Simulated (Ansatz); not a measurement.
```yaml
crystal:
  periodic: [false, false, false]
  atoms:
    - {symbol: F, position_ang: [0.684775, 0.394659, 1.595655]}
    - {symbol: Al, position_ang: [0.108103, 0.007186, 0.177715]}
    - {symbol: Cl, position_ang: [1.041231, -1.755967, -0.374642]}
    - {symbol: I, position_ang: [-1.535556, 1.102750, -1.243654]}
basis:
  gaussian: {orbitals: def2-TZVPP}
hamiltonian: {xc: pbe, dispersion: d4}
```

Geometry: moved along internal coordinates away from the minimum.

What structure does this define?

The molecule is AlIClF. Its SMILES string is `[F][Al]([Cl])[I]`. All atoms lie on one plane. Coordination: 1 Al trigonal planar.

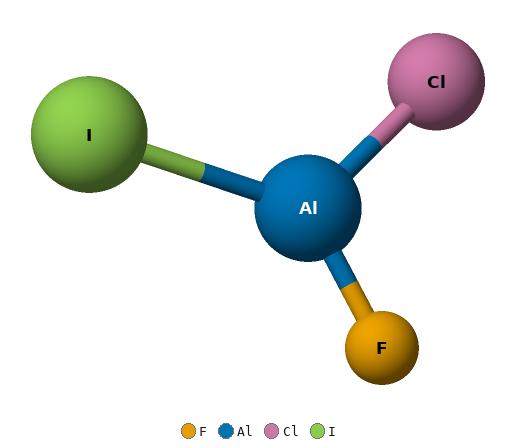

Source: calculation with Ansatz.
